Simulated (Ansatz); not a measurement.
Consider RuBr2 (1T sheet).

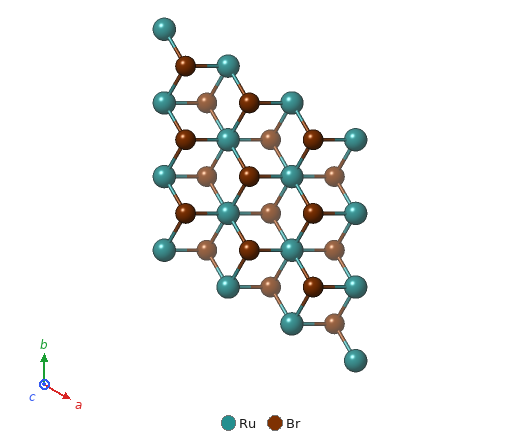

The structure (ruthenium teal, bromine brown). 3×3×1 cells are drawn. Some periodic images of atoms are drawn too.

The cell holds 3 atoms: 1 Ru and 2 Br. Cell: a = 3.778 Å, b = 3.778 Å, c = 30.253 Å, α = 90.0°, β = 90.0°, γ = 120.0°. Vacuum lies along c.

```xyz
3
Lattice="0.0000 2.6717 2.6717 2.6717 -2.6717 0.0000 17.4666 17.4666 -17.4666" Properties=species:S:1:pos:R:3
Ru    5.5502    5.5502   -5.5502
Br    8.0884    5.4167   -5.4167
Br    5.6837    5.6837   -3.0120
```

The structure was relaxed with PBE. The structure was generated from a model, not taken from a measurement. The runs that relaxed it are not among those shown. The program's search for lower electronic states was switched off, so nothing shows that the state found is the lowest. PAW set soft_2, made with PBE.

A constrained-RPA run (Ansatz 0.2.0; non-magnetic PBE; Ru t2g, bands v3 to v1, 6×6×1 mesh, medium accuracy) builds 3 functions on bands 1.1 eV wide, with 6.0 electrons in the window. The bare on-site interaction is 12.6 eV and the bare J 0.47 eV.

Estimate U, U′ and J.

On the Ru t2g shell, U = 2.74 eV (22 % of the bare value), U′ = 2.07 eV, J = 0.31 eV.

The parent state is non-magnetic and the interaction static (zero frequency); U depends on the window and the orbitals, so it belongs to this model alone.

[Paths, hosts, dates, memory and timing lines, banners, echoed tables and standing remarks are left out of the program output.]

[Logs are printed without paths, hosts, clocks, repeated set-up lines and the standing remarks that a program may print on its own settings, such as how far it seeks lower states.]

[Runs of the session that timed out or met a known fault of the program may be left out.]

[Hosts, paths, dates, database ids (printed as entryN), source tags and the programs' standing remarks are cut or masked in the printed files.]
